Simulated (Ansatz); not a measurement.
A15 V₃Si (cubic form, which distorts at low temperature) was calculated with revPBE (Ansatz, a first-principles code, plane waves, PAW).

Numerical settings: plane-wave cutoff 520 eV, 12×12×12 k mesh, Fermi–Dirac smearing 0.05 eV, no spin polarisation, scalar-relativistic PAW data made under PBE.

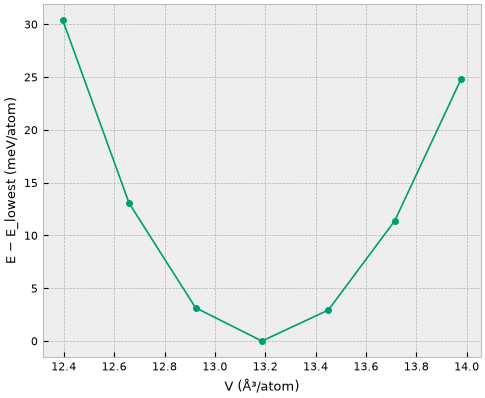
Fig. 1. Total energy against volume

### Question
From the curve, estimate the equilibrium volume and the bulk modulus.

### Answer
V0 ≈ 13.2 Å³/atom and B0 ≈ 180 GPa; the fit gives V0 = 13.187 Å³/atom, B0 = 185 GPa, B′ = 4.0.

Measured, for comparison: bulk modulus 171 GPa (300 K, no zero-point or thermal correction, our sources range from 171 to 176; as tabulated in Lu and Klein (1997), arXiv:cond-mat/9704251); equilibrium volume per atom 13.18 Å³/atom (temperature not stated, no zero-point or thermal correction; as tabulated in Zeng et al. (2023), arXiv:2309.11055). Computed (rounded) less measured: bulk modulus +8 % (+5 % to +8 % over the range), equilibrium volume per atom +0.1 %. A static lattice is as a rule a little smaller and stiffer than an uncorrected measurement, which narrows the difference in the bulk modulus and would widen misses of the other sign.

Note: symmetry holds this phase in the static calculation, where it need not be a minimum.
